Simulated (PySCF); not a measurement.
SMILES Cl[Si](Cl)(Cl)c1ccc([Si](Cl)(Cl)Cl)cc1 at its GFN2-xTB optimised geometry (Å):

```
18

Si    -2.0202    -3.2668    -5.3871
Cl    -4.0404    -3.2991    -5.3834
Cl    -1.3244    -5.1665    -5.3798
Cl    -1.3652    -2.3254    -7.0507
C     -1.3919    -2.3569    -3.8492
C     -0.1705    -1.6851    -3.8607
C      0.3029    -1.0474    -2.7311
C     -0.4242    -1.0562    -1.5418
C     -1.6467    -1.7261    -1.5310
C     -2.1202    -2.3637    -2.6607
Si     0.2127    -0.1590     0.0000
Cl    -0.4531     1.7513     0.0000
Cl     2.2333    -0.1590     0.0000
Cl    -0.4591    -1.0972     1.6587
H      0.4157    -1.6593    -4.7670
H      1.2538    -0.5378    -2.7713
H     -2.2333    -1.7513    -0.6249
H     -3.0713    -2.8729    -2.6206
```

Level of theory: PBE0/def2-SVP in PySCF 2.14.0. Cells within 0.4 Å of a nucleus heavier than hydrogen are left out (blank, or x).

Map of the Laplacian of the electron density (e/bohr⁵), clipped to [-1.50, 1.50] on the plane z = 0.0 Å:

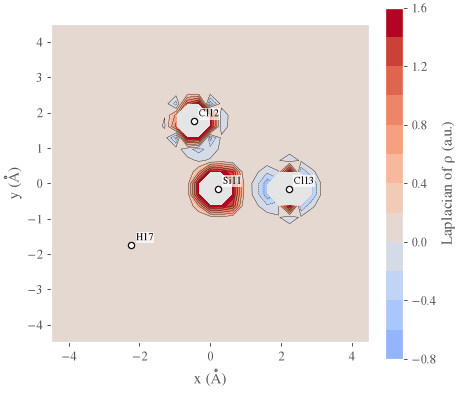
*Laplacian of the electron density (e/bohr⁵), clipped to [-1.50, 1.50] on the plane z = 0.0 Å.*
